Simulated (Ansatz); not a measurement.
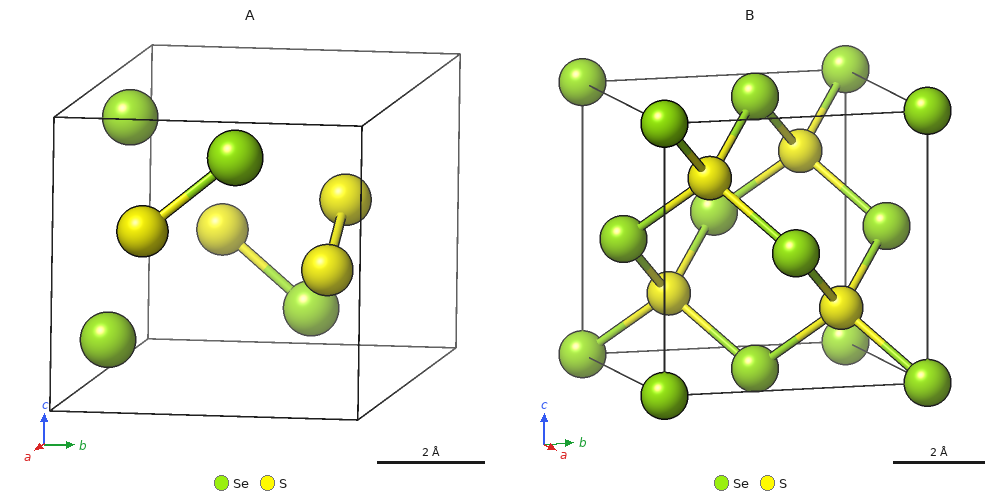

Two structures of SeS, each relaxed to rest (conventional cells in solid outline, small ones repeated, not to one scale). Method: DFT PBE, scalar-relativistic, plane waves, PAW in Ansatz 0.2.0, without spin polarisation.

Question: Which structures are these?

Answer: A: 8 atoms a cell on a base-centred monoclinic lattice, C2. B: zinc blende (sphalerite type), F-43m.

Question: Which has the lower energy, and by how much?

Answer: A is lower, by 692 meV/atom at this level of theory (energies at zero smearing). Volumes: A 37.8, B 27.9 Å³/atom.

One or both may be structure types tried for this composition rather than known phases.
